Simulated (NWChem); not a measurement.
# CF4 (tetrafluoromethane): levels of theory compared

Aim: a comparison of 6 runs (HF/MINI, HF/SBKJC-VDZ, HF/LANL2DZ, HF/MIDI!, HF/DGauss-DZVP, HF/jorge-TZP) of CF4 (tetrafluoromethane). 

Program for the calculation: NWChem 7.3.0.

1 further run of the same task is left out (set aside as unsound or not needed).

## (1) Starting point

The species is CF4 (5 atoms), meant as a singlet with charge 0. As SMILES, `FC(F)(F)F`. The coordinates come from a PBE0-D4/def2-TZVP relaxation.

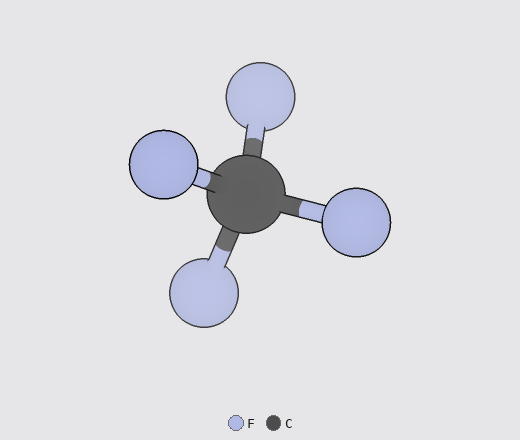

The structure, seen from a chosen angle (fluorine light blue, carbon dark grey).

## (2) Energy and forces at HF/MINI (run 1)

The input, work.nw:

```
start work
title "CF4"
memory stack 880 mb heap 220 mb global 1100 mb

geometry units angstroms noautosym nocenter noautoz
 F     -0.850100     0.025300     0.989500
 C      0.010000    -0.014700    -0.008300
 F      1.157500    -0.501300     0.420100
 F     -0.464000    -0.786000    -0.966200
 F      0.196600     1.203000    -0.476700
end

basis spherical bse
 * library MINI
end

scf
 singlet
 rhf
 thresh 1e-08
 maxiter 80
 print low
end

task scf gradient
```

Launch:

```bash
$ nwchem work.nw > work.out
```

What it wrote:

```text
[...]
  functions       =    25
[...]
  wavefunction    = RHF
[...]
         Total SCF energy =   -432.726558250617
      One-electron energy =  -1012.665591383751
      Two-electron energy =    373.718962983310
 Nuclear repulsion energy =    206.220070149824
        Time for solution =      0.5s
[...]
                         RHF ENERGY GRADIENTS
    atom               coordinates                        gradient
                 x          y          z           x          y          z
   1 F      -1.606456   0.047810   1.869884    0.104663  -0.004886  -0.121419
   2 C       0.018897  -0.027779  -0.015685   -0.000008   0.000061   0.000060
   3 F       2.187358  -0.947320   0.793874   -0.139599   0.059185  -0.052114
   4 F      -0.876833  -1.485325  -1.825853    0.057645   0.093797   0.116496
   5 F       0.371520   2.273340  -0.900832   -0.022701  -0.148158   0.056977
 Task  times  cpu:        0.6s     wall:        0.6s
 Total times  cpu:        0.6s     wall:        0.6s
```

Run time: 1.1 s. Hardware: 1 thread of AMD EPYC 9R14 (Zen 4), shared host; peak memory 0.099 GiB.

## (3) Energy and gradient at HF/SBKJC-VDZ (core potential) (run 2)

The input, cf4.nw:

```
start cf4
title "CF4"
memory 2200 mb

geometry units bohr noautosym nocenter noautoz
 F   -1.60645618   0.04781007   1.86988400
 C    0.01889726  -0.02777897  -0.01568473
 F    2.18735799  -0.94731971   0.79387394
 F   -0.87683292  -1.48532473  -1.82585338
 F    0.37152016   2.27334053  -0.90083244
end

basis spherical bse
 * library SBKJC-VDZ
end

ecp bse
 F library SBKJC-VDZ
 C library SBKJC-VDZ
end

scf
 thresh 1e-08
 maxiter 80
 noprint "final vectors analysis"
end

task scf gradient
```

Launch:

```bash
$ nwchem cf4.nw > cf4.out
```

What it wrote:

```text
[...]
  functions       =    40
[...]
  wavefunction    = RHF
[...]
         Total SCF energy =   -100.799567000262
      One-electron energy =   -402.648155719380
      Two-electron energy =    184.593012695274
 Nuclear repulsion energy =    117.255576023843
        Time for solution =      0.6s
[...]
                         RHF ENERGY GRADIENTS
    atom               coordinates                        gradient
                 x          y          z           x          y          z
   1 F      -1.606456   0.047810   1.869884    0.025769  -0.001217  -0.029894
   2 C       0.018897  -0.027779  -0.015685   -0.000004   0.000052   0.000041
   3 F       2.187358  -0.947320   0.793874   -0.034361   0.014559  -0.012825
   4 F      -0.876833  -1.485325  -1.825853    0.014182   0.023074   0.028663
   5 F       0.371520   2.273341  -0.900832   -0.005586  -0.036469   0.014015
[...]
```

Wall time 1.5 s (1 thread of AMD EPYC 9R14 (Zen 4), shared host); peak memory 0.1 GiB.

## (4) Energy and forces at HF/LANL2DZ (run 3)

The input, cf4.nw:

```
start cf4
title "CF4 hf"
memory stack 880 mb heap 220 mb global 1100 mb
charge 0

geometry units angstroms noautosym nocenter noautoz
 F     -0.850100     0.025300     0.989500
 C      0.010000    -0.014700    -0.008300
 F      1.157500    -0.501300     0.420100
 F     -0.464000    -0.786000    -0.966200
 F      0.196600     1.203000    -0.476700
end

basis spherical bse
 F library LANL2DZ
 C library LANL2DZ
end

scf
 thresh 1e-08
 maxiter 80
 noprint "final vectors analysis"
end

task scf gradient
```

Launch:

```bash
$ nwchem cf4.nw > cf4.out
```

What it wrote:

```text
[...]
  functions       =    45
[...]
  wavefunction    = RHF
[...]
         Total SCF energy =   -435.584318377728
      One-electron energy =  -1015.725509389529
      Two-electron energy =    373.921120861977
 Nuclear repulsion energy =    206.220070149824
        Time for solution =      2.2s
[...]
                         RHF ENERGY GRADIENTS
    atom               coordinates                        gradient
                 x          y          z           x          y          z
   1 F      -1.606456   0.047810   1.869884    0.022172  -0.001049  -0.025721
   2 C       0.018897  -0.027779  -0.015685   -0.000004   0.000050   0.000039
   3 F       2.187358  -0.947320   0.793874   -0.029563   0.012525  -0.011034
   4 F      -0.876833  -1.485325  -1.825853    0.012201   0.019850   0.024659
   5 F       0.371520   2.273340  -0.900832   -0.004806  -0.031377   0.012056
[...]
```

It took 3.3 s on 1 thread of AMD EPYC 9R14 (Zen 4), shared host; peak memory 0.1 GiB.

Runs 4 to 5 aren't shown in full; the table further down has their settings and results.

## (5) Energy and forces at HF/jorge-TZP (run 6)

The input, cf4.nw:

```
START cf4
TITLE "CF4"
memory stack 880 mb heap 220 mb global 1100 mb
charge 0
GEOMETRY units angstroms noautosym nocenter noautoz
 F     -0.850100     0.025300     0.989500
 C      0.010000    -0.014700    -0.008300
 F      1.157500    -0.501300     0.420100
 F     -0.464000    -0.786000    -0.966200
 F      0.196600     1.203000    -0.476700
END
BASIS spherical bse
 * library jorge-TZP
END
SCF
 thresh 1e-08
 maxiter 80
 noprint "final vectors analysis"
END
TASK scf gradient
```

Launch:

```bash
$ nwchem cf4.nw > cf4.out
```

What it wrote:

```text
[...]
  functions       =   155
[...]
  wavefunction    = RHF
[...]
         Total SCF energy =   -435.825276037283
      One-electron energy =  -1017.414902142233
      Two-electron energy =    375.369555955126
 Nuclear repulsion energy =    206.220070149824
        Time for solution =     36.9s
[...]
                         RHF ENERGY GRADIENTS
    atom               coordinates                        gradient
                 x          y          z           x          y          z
   1 F      -1.606456   0.047810   1.869884   -0.019550   0.000891   0.022680
   2 C       0.018897  -0.027779  -0.015685   -0.000002   0.000054   0.000036
   3 F       2.187358  -0.947320   0.793874    0.026094  -0.011077   0.009745
   4 F      -0.876833  -1.485325  -1.825853   -0.010787  -0.017556  -0.021797
   5 F       0.371520   2.273340  -0.900832    0.004245   0.027688  -0.010664
[...]
```

It took 47 s on 1 thread of AMD EPYC 9R14 (Zen 4), shared host; peak memory 0.12 GiB.

## (6) Overview of the runs

| run | level | core potential | energy (Eh) | largest force (eV/Å) | wall time |
| --- | --- | --- | --- | --- | --- |
| 1 | HF/MINI | – | -432.726558 | 8.247 | 1.1 s |
| 2 | HF/SBKJC-VDZ (core potential) | SBKJC-VDZ | -100.799567 | 2.030 | 1.5 s |
| 3 | HF/LANL2DZ | – | -435.584318 | 1.747 | 3.3 s |
| 4 | HF/MIDI! | – | -433.249312 | 0.590 | 2.5 s |
| 5 | HF/DGauss-DZVP | – | -435.683753 | 1.127 | 6 s |
| 6 | HF/jorge-TZP | – | -435.825276 | 1.542 | 47 s |

## (7) Outcome

| quantity | value |
| --- | --- |
| run 6: total energy | -435.82528 Eh |
| run 6: dipole moment | 0.00 D |
| run 6: largest force on an atom | 1.542 eV/Å |

In words: Some runs of one species differ in core potentials or relativity; totals across that change don't compare. In run 1 the basis is minimal, so the values are rough. All runs together took 62 s, the longest 47 s.
